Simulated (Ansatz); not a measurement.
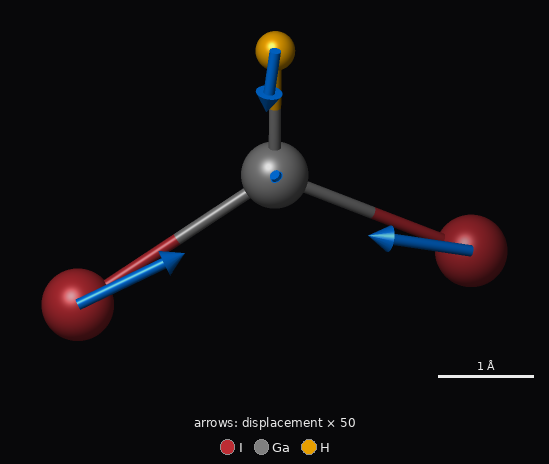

This is a relaxation of GaHI2. The starting structure is drawn; blue arrows show the displacements, magnified 50 times. The two geometries are superimposed by the best rigid fit.

Style: ball-and-stick. Shown at a tilt.

The start comes from PBE-D4/def2-SVP.

Method: RKS PBE0-D4/def2-TZVP (Ansatz).

The input:
```yaml
crystal:
  periodic: [false, false, false]
  atoms:
    - {symbol: I, position_ang: [-2.269226, 0.006893, -0.657604]}
    - {symbol: Ga, position_ang: [0.149597, 0.199786, -0.055360]}
    - {symbol: I, position_ang: [1.213114, -1.771699, 1.054303]}
    - {symbol: H, position_ang: [0.961915, 1.504720, -0.361738]}
basis:
  gaussian: {orbitals: def2-TZVP}
hamiltonian: {xc: pbe0, dispersion: d4}
relax: {f_tol: 0.005, max_steps: 150}
```

Launched with:
```bash
ansatz run in.yaml --threads 2 --pin off --events-out ev --progress --plain --max-ram 4352MiB
```

> Atoms of which element are displaced furthest, and by how much?

Iodine: up to 0.025 Å, against 0.015 Å for hydrogen.

> What happened in the run?

The largest move after the best rigid fit is that of I3, 0.025 Å. Largest moves by element: I 0.025 Å, H 0.015 Å, Ga 0.002 Å. Among the contacts that change: Ga2–I3 2.500 → 2.475 Å, Ga2–H4 1.567 → 1.554 Å. After 3 geometry steps the energy has fallen by 0.19 kcal/mol. The largest force component goes from 0.27 to 0.0014 eV/Å. The run took 24 s on 2 threads of Arm Neoverse V2, on a shared host.
